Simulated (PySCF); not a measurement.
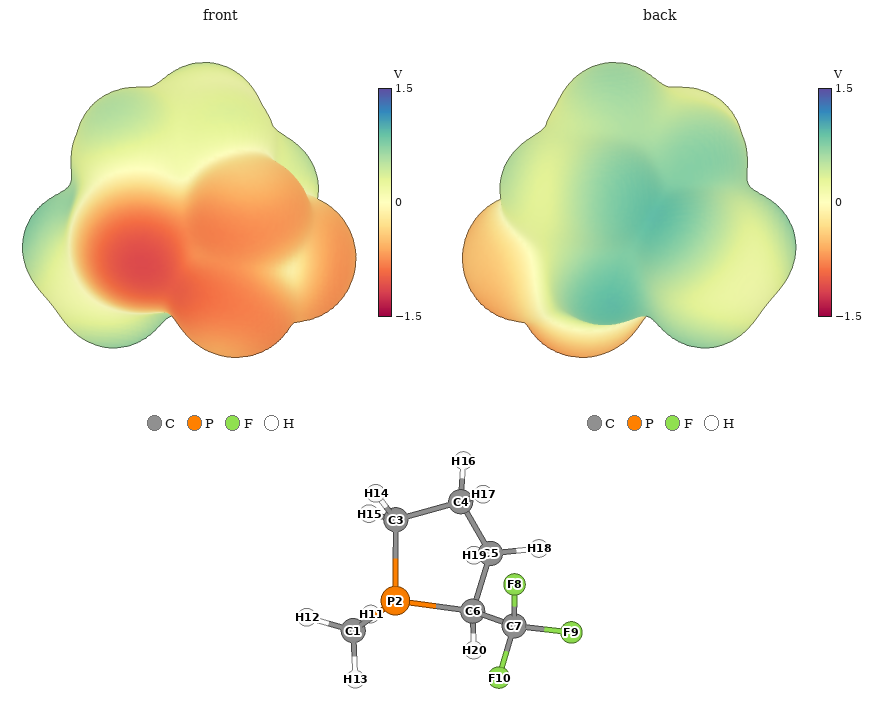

The picture shows: C₆H₁₀F₃P (SMILES CP1CCC[C@H]1C(F)(F)F). The molecular electrostatic potential painted on the density surface at 0.001 e/bohr³, seen from the front and from behind; red is negative and blue positive. The bare structure is drawn below in the same view.

Geometry: GFN2-xTB.

Theory: PySCF, PBE0/pcSseg-1, SCF density, gas phase, non-relativistic.

```xyz
20

C     2.0113   -1.3161    0.4770
P     0.8834   -0.6823   -0.8475
C     1.1245    1.1559   -0.5819
C    -0.2170    1.7336   -0.1392
C    -0.8376    0.7265    0.8250
C    -0.6983   -0.6604    0.1926
C    -1.8466   -0.9892   -0.7308
F    -1.9488   -0.1571   -1.7768
F    -3.0431   -0.9587   -0.1117
F    -1.7239   -2.2250   -1.2427
H     1.8356   -0.8217    1.4312
H     3.0383   -1.1437    0.1607
H     1.8628   -2.3891    0.5844
H     1.4715    1.6193   -1.5058
H     1.8889    1.3073    0.1834
H    -0.0855    2.7047    0.3395
H    -0.8668    1.8684   -1.0041
H    -1.8831    0.9578    1.0348
H    -0.2910    0.7404    1.7696
H    -0.6796   -1.4601    0.9392
```

**Which sites attract a positive test charge, and which a negative one?**

A positive charge is drawn to the negative regions and a negative charge to the positive ones. The most negative region (about −1.1 V) lies over P2, the most positive (about +0.9 V) over H11, H19 and H20.
